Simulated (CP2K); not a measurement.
# A workflow on BClF (SMILES F[B]Cl)

Wanted: a series of 8 runs (U-revPBE/DZVP-MOLOPT-SR-GTH, revPBE/DZVP-MOLOPT-SR-GTH) of BClF. The setting varied is the cutoff. 

Program for the calculation: CP2K 2026.2.

8 further runs of the same task are left out: 8 set aside as unsound or not needed.

## Step 1: Starting point

The species is BClF (3 atoms), meant as a doublet with charge 0. As SMILES, `F[B]Cl`. The shape is that of a GFN2-xTB optimisation.

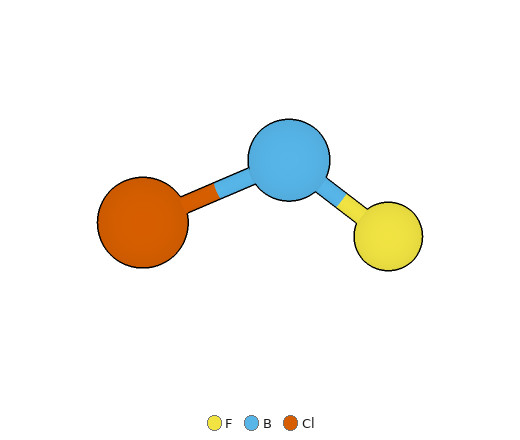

The structure, seen from a chosen angle (fluorine yellow, boron blue, chlorine orange).

## Step 2: Energy and gradient at U-revPBE/DZVP-MOLOPT-SR-GTH (core potential) (run 1)

Input file molecule.xyz:

```xyz
3

F      0.525930     1.064250     0.395700
B     -0.391190     0.306940    -0.178100
Cl    -0.134740    -1.371190    -0.217610
```

Input file mol.inp:

```
&GLOBAL
  PROJECT mol
  RUN_TYPE ENERGY_FORCE
  PRINT_LEVEL MEDIUM
&END GLOBAL

&FORCE_EVAL
  METHOD QS
  &DFT
    BASIS_SET_FILE_NAME BASIS_MOLOPT
    POTENTIAL_FILE_NAME GTH_POTENTIALS
    MULTIPLICITY 2
    UKS T
    # Quickstep
    &QS
      METHOD GPW
      EPS_DEFAULT 1.0E-10
    &END QS
    &MGRID
      CUTOFF 350
      REL_CUTOFF 50
      NGRIDS 4
    &END MGRID
    &POISSON
      PERIODIC NONE
      POISSON_SOLVER MULTIPOLE
    &END POISSON
    # SCF settings
    &SCF
      SCF_GUESS ATOMIC
      EPS_SCF 1.0E-06
      MAX_SCF 40
      &OT
        MINIMIZER CG
        PRECONDITIONER FULL_ALL
      &END OT
      &OUTER_SCF
        EPS_SCF 1.0E-06
        MAX_SCF 10
      &END OUTER_SCF
    &END SCF
    # exchange and correlation
    &XC
      &XC_FUNCTIONAL
        &PBE
          PARAMETRIZATION REVPBE
        &END PBE
      &END XC_FUNCTIONAL
    &END XC
    # extra output
    &PRINT
      &MOMENTS
        PERIODIC F
        REFERENCE COM
        MAX_MOMENT 1
      &END MOMENTS
      &MO_CUBES
        NLUMO 3
        NHOMO -1
        WRITE_CUBE F
      &END MO_CUBES
      &HIRSHFELD OFF
      &END HIRSHFELD
    &END PRINT
  &END DFT
  # atoms, cell and kinds
  &SUBSYS
    # vacuum box
    &CELL
      ABC 7.9 9.4 7.6
      PERIODIC NONE
    &END CELL
    &TOPOLOGY
      COORD_FILE_NAME molecule.xyz
      COORD_FILE_FORMAT XYZ
      &CENTER_COORDINATES
      &END CENTER_COORDINATES
    &END TOPOLOGY
    &KIND F
      BASIS_SET DZVP-MOLOPT-SR-GTH-q7
      POTENTIAL GTH-PBE-q7
    &END KIND
    &KIND B
      BASIS_SET DZVP-MOLOPT-SR-GTH-q3
      POTENTIAL GTH-PBE-q3
    &END KIND
    &KIND Cl
      BASIS_SET DZVP-MOLOPT-SR-GTH-q7
      POTENTIAL GTH-PBE-q7
    &END KIND
  &END SUBSYS
  &PRINT
    &FORCES ON
    &END FORCES
  &END PRINT
&END FORCE_EVAL
```

Started as:

```
$ OMP_NUM_THREADS=2 cp2k.psmp mol.inp > mol.out
```

The log of the run:

```text
CP2K| version string:                                       CP2K version 2026.2
[...]
 GLOBAL| Method name                                                        CP2K
[...]
 GLOBAL| Run type                                                   ENERGY_FORCE
[...]
 DFT| Spin unrestricted (spin-polarized) Kohn-Sham calculation               UKS
 DFT| Multiplicity                                                             2
[...]
 DFT| Charge                                                                   0
[...]
 FUNCTIONAL| PBE:
 QS| Method:                                                                 GPW
[...]
 QS| Density cutoff [a.u.]:                                                175.0
[...]
 QS| Relative density cutoff [a.u.]:                                        25.0
[...]
                             - Atoms:                                          3
[...]
                             - Spherical basis functions:                     39
[...]
 Number of electrons:                                                          9
[...]
     1 OT CG       0.15E+00    0.7     0.09117214       -41.4166364788 -4.14E+01
[...]
    20 OT CG       0.13E+00    0.6     0.00000070       -42.0972541164 -6.40E-11
  *** SCF run converged in    20 steps ***
[...]
  Overlap energy of the core charge distribution:               0.00000126590938
  Self energy of the core charge distribution:               -104.08563950342381
  Core Hamiltonian energy:                                     27.91846387743256
  Hartree energy:                                              42.73564526304564
  Exchange-correlation energy:                                 -8.66572501935571
  Total energy:                                               -42.09725411639192
[...]
                     Mulliken Population Analysis
 #  Atom  Element  Kind  Atomic population (alpha,beta) Net charge  Spin moment
       1     F        1         3.561278     3.559221    -0.120499     0.002058
       2     B        2         1.912490     0.972009     0.115502     0.940481
       3     Cl       3         3.526232     3.468771     0.004997     0.057461
 # Total charge and spin        9.000000     8.000000    -0.000000     1.000000
[...]
  Dipole moment [Debye]
    X= -0.1139824E+00 Y= -0.3884540E+00 Z= -0.1008420E+00  Total=      0.4172021
[...]
 HOMO - LUMO gap [eV] :    5.888583
[...]
 ENERGY| Total FORCE_EVAL ( QS ) energy [hartree]            -42.097254116417446
 FORCES| Atomic forces [hartree/bohr]
 FORCES|   Atom     x               y               z               |f|
 FORCES|      1  4.88110413E-03  1.40149000E-02  6.60690351E-03   1.62448076E-02
 FORCES|      2 -1.86842494E-03  1.35872255E-02  2.19597086E-04   1.37168485E-02
 FORCES|      3 -1.80760136E-03 -2.74603840E-02 -3.88038443E-03   2.77920402E-02
 FORCES| Sum     1.20507784E-03  1.41741461E-04  2.94611617E-03
 FORCES| Total atomic force                                       3.18620523E-03
[...]
```

Wall time 24 s (2 threads of AMD EPYC 7B13 (Zen 3), shared host); peak memory 0.61 GiB.

## Step 3: The singlet cation: energy and gradient at revPBE/DZVP-MOLOPT-SR-GTH (core potential) (run 2)

molecule.xyz is that of step 2.

Input file job.inp:

```
&GLOBAL
 PROJECT job
 RUN_TYPE ENERGY_FORCE
 PRINT_LEVEL MEDIUM
&END GLOBAL
&FORCE_EVAL
 METHOD Quickstep
 &DFT
  BASIS_SET_FILE_NAME BASIS_MOLOPT
  POTENTIAL_FILE_NAME GTH_POTENTIALS
  CHARGE 1
  # Quickstep
  &QS
   METHOD GPW
   EPS_DEFAULT 1.0E-10
  &END QS
  # plane-wave cutoff in Ry
  &MGRID
   CUTOFF 350
   REL_CUTOFF 50
   NGRIDS 4
  &END MGRID
  &POISSON
   PERIODIC NONE
   POISSON_SOLVER MULTIPOLE
  &END POISSON
  # SCF settings
  &SCF
   SCF_GUESS ATOMIC
   EPS_SCF 1.0E-06
   MAX_SCF 100
   ADDED_MOS 5
   &DIAGONALIZATION
    ALGORITHM STANDARD
   &END DIAGONALIZATION
   &MIXING
    METHOD BROYDEN_MIXING
    ALPHA 0.2
    NBUFFER 8
   &END MIXING
  &END SCF
  &XC
   &XC_FUNCTIONAL
    &PBE
     PARAMETRIZATION REVPBE
    &END PBE
   &END XC_FUNCTIONAL
  &END XC
  &PRINT
   &MOMENTS
    PERIODIC F
    REFERENCE COM
    MAX_MOMENT 1
   &END MOMENTS
   &MO ON
    ENERGIES T
    OCCUPATION_NUMBERS T
    NDIGITS 6
    &EACH
     QS_SCF 0
    &END EACH
    ADD_LAST NUMERIC
   &END MO
   &HIRSHFELD OFF
   &END HIRSHFELD
  &END PRINT
 &END DFT
 # structure
 &SUBSYS
  &CELL
   ABC 7.9 9.4 7.6
   PERIODIC NONE
  &END CELL
  &TOPOLOGY
   COORD_FILE_NAME molecule.xyz
   COORD_FILE_FORMAT XYZ
   &CENTER_COORDINATES
   &END CENTER_COORDINATES
  &END TOPOLOGY
  &KIND F
   BASIS_SET DZVP-MOLOPT-SR-GTH-q7
   POTENTIAL GTH-PBE-q7
  &END KIND
  &KIND B
   BASIS_SET DZVP-MOLOPT-SR-GTH-q3
   POTENTIAL GTH-PBE-q3
  &END KIND
  &KIND Cl
   BASIS_SET DZVP-MOLOPT-SR-GTH-q7
   POTENTIAL GTH-PBE-q7
  &END KIND
 &END SUBSYS
 # extra output
 &PRINT
  &FORCES ON
  &END FORCES
 &END PRINT
&END FORCE_EVAL
```

Started as:

```
$ OMP_NUM_THREADS=2 cp2k.psmp -i job.inp -o job.out
```

The log of the run, shortened:

```text
CP2K| version string:                                       CP2K version 2026.2
[...]
 GLOBAL| Method name                                                        CP2K
[...]
 GLOBAL| Run type                                                   ENERGY_FORCE
[...]
 DFT| Spin restricted Kohn-Sham (RKS) calculation                            RKS
 DFT| Multiplicity                                                             1
[...]
 DFT| Charge                                                                   1
[...]
 FUNCTIONAL| PBE:
 QS| Method:                                                                 GPW
[...]
 QS| Density cutoff [a.u.]:                                                175.0
[...]
 QS| Relative density cutoff [a.u.]:                                        25.0
[...]
                             - Atoms:                                          3
[...]
                             - Spherical basis functions:                     39
[...]
 Number of electrons:                                                         16
[...]
     1 NoMix/Diag. 0.20E+00    0.4     1.38204653       -41.2951400850 -4.13E+01
[...]
    22 Broy./Diag. 0.20E+00    0.5     0.00000083       -41.7469000267 -4.81E-06
  *** SCF run converged in    22 steps ***
[...]
  Overlap energy of the core charge distribution:               0.00000126590938
  Self energy of the core charge distribution:               -104.08563950342381
  Core Hamiltonian energy:                                     27.29425864490622
  Hartree energy:                                              43.33349328711910
  Exchange-correlation energy:                                 -8.28901372124829
  Total energy:                                               -41.74690002673739
[...]
                     Mulliken Population Analysis
 #  Atom  Element  Kind  Atomic population                           Net charge
       1     F        1          6.975707                              0.024293
       2     B        2          2.389349                              0.610651
       3     Cl       3          6.634944                              0.365056
 # Total charge                             16.000000                  1.000000
[...]
 ENERGY| Total FORCE_EVAL ( QS ) energy [hartree]            -41.746892961148113
[...]
```

Wall time 12 s (2 threads of AMD EPYC 7B13 (Zen 3), shared host); peak memory 0.79 GiB.

Runs 3 to 6 aren't shown in full; the table further down has their settings and results.

## Step 4: Energy and forces at U-revPBE/DZVP-MOLOPT-SR-GTH (core potential) (run 7)

molecule.xyz is that of step 3.

Input file run.inp:

```
&GLOBAL
    PROJECT_NAME run
    RUN_TYPE ENERGY_FORCE
    PRINT_LEVEL MEDIUM
&END GLOBAL

&FORCE_EVAL
    METHOD QS
    &DFT
        BASIS_SET_FILE_NAME BASIS_MOLOPT
        POTENTIAL_FILE_NAME GTH_POTENTIALS
        CHARGE 0
        MULTIPLICITY 2
        UKS T
        ! Quickstep
        &QS
            METHOD GPW
            EPS_DEFAULT 1.0E-10
        &END QS
        &MGRID
            CUTOFF 800
            REL_CUTOFF 50
            NGRIDS 4
        &END MGRID
        ! isolated system
        &POISSON
            PERIODIC NONE
            POISSON_SOLVER MULTIPOLE
        &END POISSON
        &SCF
            SCF_GUESS ATOMIC
            EPS_SCF 1.0E-06
            MAX_SCF 40
            &OT ON
                MINIMIZER CG
                PRECONDITIONER FULL_ALL
            &END OT
            &OUTER_SCF
                EPS_SCF 1.0E-06
                MAX_SCF 10
            &END OUTER_SCF
        &END SCF
        &XC
            &XC_FUNCTIONAL
                &PBE
                    PARAMETRIZATION REVPBE
                &END PBE
            &END XC_FUNCTIONAL
        &END XC
        &PRINT
            &MOMENTS
                PERIODIC F
                REFERENCE COM
                MAX_MOMENT 1
            &END MOMENTS
            &MO_CUBES
                NLUMO 3
                NHOMO -1
                WRITE_CUBE F
            &END MO_CUBES
            &HIRSHFELD OFF
            &END HIRSHFELD
        &END PRINT
    &END DFT
    ! structure
    &SUBSYS
        ! vacuum box
        &CELL
            ABC [angstrom] 7.9 9.4 7.6
            PERIODIC NONE
        &END CELL
        &TOPOLOGY
            COORD_FILE_NAME molecule.xyz
            COORD_FILE_FORMAT XYZ
            &CENTER_COORDINATES
            &END CENTER_COORDINATES
        &END TOPOLOGY
        &KIND F
            BASIS_SET DZVP-MOLOPT-SR-GTH-q7
            POTENTIAL GTH-PBE-q7
        &END KIND
        &KIND B
            BASIS_SET DZVP-MOLOPT-SR-GTH-q3
            POTENTIAL GTH-PBE-q3
        &END KIND
        &KIND Cl
            BASIS_SET DZVP-MOLOPT-SR-GTH-q7
            POTENTIAL GTH-PBE-q7
        &END KIND
    &END SUBSYS
    ! extra output
    &PRINT
        &FORCES ON
        &END FORCES
    &END PRINT
&END FORCE_EVAL
```

Started as:

```
$ OMP_NUM_THREADS=2 cp2k.psmp -i run.inp -o run.out
```

The log of the run, shortened:

```text
CP2K| version string:                                       CP2K version 2026.2
[...]
 GLOBAL| Method name                                                        CP2K
[...]
 GLOBAL| Run type                                                   ENERGY_FORCE
[...]
 DFT| Spin unrestricted (spin-polarized) Kohn-Sham calculation               UKS
 DFT| Multiplicity                                                             2
[...]
 DFT| Charge                                                                   0
[...]
 FUNCTIONAL| PBE:
 QS| Method:                                                                 GPW
[...]
 QS| Density cutoff [a.u.]:                                                400.0
[...]
 QS| Relative density cutoff [a.u.]:                                        25.0
[...]
                             - Atoms:                                          3
[...]
                             - Spherical basis functions:                     39
[...]
 Number of electrons:                                                          9
[...]
     1 OT CG       0.15E+00    3.0     0.09121004       -41.4160792677 -4.14E+01
[...]
    20 OT CG       0.13E+00    3.4     0.00000070       -42.0969607337 -6.40E-11
  *** SCF run converged in    20 steps ***
[...]
  Overlap energy of the core charge distribution:               0.00000126590938
  Self energy of the core charge distribution:               -104.08563950342381
  Core Hamiltonian energy:                                     27.91811427255172
  Hartree energy:                                              42.73596968210502
  Exchange-correlation energy:                                 -8.66540645083084
  Total energy:                                               -42.09696073368852
[...]
                     Mulliken Population Analysis
 #  Atom  Element  Kind  Atomic population (alpha,beta) Net charge  Spin moment
       1     F        1         3.560879     3.559066    -0.119944     0.001813
       2     B        2         1.912875     0.972095     0.115030     0.940780
       3     Cl       3         3.526246     3.468840     0.004914     0.057407
 # Total charge and spin        9.000000     8.000000    -0.000000     1.000000
[...]
  Dipole moment [Debye]
    X= -0.1137857E+00 Y= -0.3868395E+00 Z= -0.1014004E+00  Total=      0.4157813
[...]
 HOMO - LUMO gap [eV] :    5.894939
[...]
 ENERGY| Total FORCE_EVAL ( QS ) energy [hartree]            -42.096960733714063
[...]
```

It took 1.8 min on 2 threads of AMD EPYC 7B13 (Zen 3), shared host; peak memory 1.6 GiB.

## Step 5: The singlet cation: energy and forces at revPBE/DZVP-MOLOPT-SR-GTH (core potential) (run 8)

molecule.xyz is that of step 4.

Input file run.inp:

```
&global
  project_name run
  run_type ENERGY_FORCE
  print_level MEDIUM
&end global

&force_eval
  method QS
  &dft
    basis_set_file_name BASIS_MOLOPT
    potential_file_name GTH_POTENTIALS
    charge 1
    multiplicity 1
    &qs
      method GPW
      eps_default 1.0E-10
    &end qs
    &mgrid
      cutoff 800
      rel_cutoff 50
      ngrids 4
    &end mgrid
    &poisson
      periodic NONE
      poisson_solver MULTIPOLE
    &end poisson
    &scf
      scf_guess ATOMIC
      eps_scf 1.0E-06
      max_scf 100
      added_mos 5
      &diagonalization
        algorithm STANDARD
      &end diagonalization
      &mixing
        method BROYDEN_MIXING
        alpha 0.2
        nbuffer 8
      &end mixing
    &end scf
    &xc
      &xc_functional
        &pbe
          parametrization REVPBE
        &end pbe
      &end xc_functional
    &end xc
    &print
      &moments
        periodic F
        reference COM
        max_moment 1
      &end moments
      &mo ON
        energies T
        occupation_numbers T
        ndigits 6
        &each
          qs_scf 0
        &end each
        add_last NUMERIC
      &end mo
      &hirshfeld OFF
      &end hirshfeld
    &end print
  &end dft
  &subsys
    &cell
      abc [angstrom] 7.9 9.4 7.6
      periodic NONE
    &end cell
    &topology
      coord_file_name molecule.xyz
      coord_file_format XYZ
      &center_coordinates
      &end center_coordinates
    &end topology
    &kind F
      basis_set DZVP-MOLOPT-SR-GTH-q7
      potential GTH-PBE-q7
    &end kind
    &kind B
      basis_set DZVP-MOLOPT-SR-GTH-q3
      potential GTH-PBE-q3
    &end kind
    &kind Cl
      basis_set DZVP-MOLOPT-SR-GTH-q7
      potential GTH-PBE-q7
    &end kind
  &end subsys
  &print
    &forces ON
    &end forces
  &end print
&end force_eval
```

Started as:

```
$ OMP_NUM_THREADS=2 cp2k.psmp run.inp > run.out
```

The log of the run, shortened:

```text
CP2K| version string:                                       CP2K version 2026.2
[...]
 GLOBAL| Method name                                                        CP2K
[...]
 GLOBAL| Run type                                                   ENERGY_FORCE
[...]
 DFT| Spin restricted Kohn-Sham (RKS) calculation                            RKS
 DFT| Multiplicity                                                             1
[...]
 DFT| Charge                                                                   1
[...]
 FUNCTIONAL| PBE:
 QS| Method:                                                                 GPW
[...]
 QS| Density cutoff [a.u.]:                                                400.0
[...]
 QS| Relative density cutoff [a.u.]:                                        25.0
[...]
                             - Atoms:                                          3
[...]
                             - Spherical basis functions:                     39
[...]
 Number of electrons:                                                         16
[...]
     1 NoMix/Diag. 0.20E+00    1.7     1.38165720       -41.2948638839 -4.13E+01
[...]
    22 Broy./Diag. 0.20E+00    2.2     0.00000075       -41.7466712280 -4.93E-06
  *** SCF run converged in    22 steps ***
[...]
  Overlap energy of the core charge distribution:               0.00000126590938
  Self energy of the core charge distribution:               -104.08563950342381
  Core Hamiltonian energy:                                     27.29403796763175
  Hartree energy:                                              43.33369769479231
  Exchange-correlation energy:                                 -8.28876865289231
  Total energy:                                               -41.74667122798267
[...]
                     Mulliken Population Analysis
 #  Atom  Element  Kind  Atomic population                           Net charge
       1     F        1          6.975026                              0.024974
       2     B        2          2.389889                              0.610111
       3     Cl       3          6.635085                              0.364915
 # Total charge                             16.000000                  1.000000
[...]
 ENERGY| Total FORCE_EVAL ( QS ) energy [hartree]            -41.746664838616610
[...]
```

Wall time 53 s (2 threads of AMD EPYC 7B13 (Zen 3), shared host); peak memory 2.2 GiB.

## Step 6: All runs side by side

| run | level | cutoff | iteration cap | partner | energy (Eh) | HOMO energy (eV) | LUMO energy (eV) | largest force (eV/Å) | wall time |
| --- | --- | --- | --- | --- | --- | --- | --- | --- | --- |
| 1 | U-revPBE/DZVP-MOLOPT-SR-GTH (core potential) | 350 | 40 | base | -42.097254 | -5.48 | -2.46 | 1.429 | 24 s |
| 2 | revPBE/DZVP-MOLOPT-SR-GTH (core potential) | 350 | 100 | cation | -41.746893 | -16.06 | -13.13 | 5.642 | 12 s |
| 3 | U-revPBE/DZVP-MOLOPT-SR-GTH (core potential) | 450 | 40 | base | -42.096980 | -5.48 | -2.46 | 1.425 | 33 s |
| 4 | revPBE/DZVP-MOLOPT-SR-GTH (core potential) | 450 | 100 | cation | -41.746663 | -16.05 | -13.12 | 5.649 | 16 s |
| 5 | U-revPBE/DZVP-MOLOPT-SR-GTH (core potential) | 600 | 40 | base | -42.096998 | -5.48 | -2.45 | 1.425 | 75 s |
| 6 | revPBE/DZVP-MOLOPT-SR-GTH (core potential) | 600 | 100 | cation | -41.746696 | -16.05 | -13.12 | 5.650 | 36 s |
| 7 | U-revPBE/DZVP-MOLOPT-SR-GTH (core potential) | 800 | 40 | base | -42.096961 | -5.48 | -2.45 | 1.425 | 1.8 min |
| 8 | revPBE/DZVP-MOLOPT-SR-GTH (core potential) | 800 | 100 | cation | -41.746665 | -16.05 | -13.12 | 5.650 | 53 s |

Convergence of the total energy of doublet BClF with the cutoff, against the last point:

| cutoff | from the last (mEh) | wall time |
| --- | --- | --- |
| 350 Ry | -0.293 | 24 s |
| 450 Ry | -0.019 | 33 s |
| 600 Ry | -0.038 | 75 s |
| 800 Ry | +0.000 | 1.8 min |

Convergence of the LUMO energy (lowest over α and β) of doublet BClF with the cutoff, against the last point:

| cutoff | from the last (eV) | wall time |
| --- | --- | --- |
| 350 Ry | -0.0074 | 24 s |
| 450 Ry | -0.0026 | 33 s |
| 600 Ry | -0.0007 | 75 s |
| 800 Ry | +0.0000 | 1.8 min |

## Step 7: Summary of results

| quantity | value |
| --- | --- |
| singlet cation, run 8: total energy | -41.74666 Eh |
| singlet cation, run 8: HOMO energy | -16.05 eV |
| singlet cation, run 8: LUMO energy | -13.12 eV |
| singlet cation, run 8: HOMO–LUMO gap | 2.93 eV |
| singlet cation, run 8: largest force on an atom | 5.650 eV/Å |
| vertical ionisation energy (to the singlet cation) (run 1, cutoff 350) | 9.534 eV |
| vertical ionisation energy (to the singlet cation) (run 3, cutoff 450) | 9.533 eV |
| vertical ionisation energy (to the singlet cation) (run 5, cutoff 600) | 9.532 eV |
| vertical ionisation energy (to the singlet cation) (run 7, cutoff 800) | 9.532 eV |

In words: For the total energy of doublet BClF to stay within 0.1 mEh of the last point, 450 Ry is the first point of the series from which all later ones do (33 s against 1.8 min). For the LUMO energy (lowest over α and β) of doublet BClF to stay within 0.005 eV of the last point, 450 Ry is the first point of the series from which all later ones do (33 s against 1.8 min). All runs together took 6 min, the longest 1.8 min.
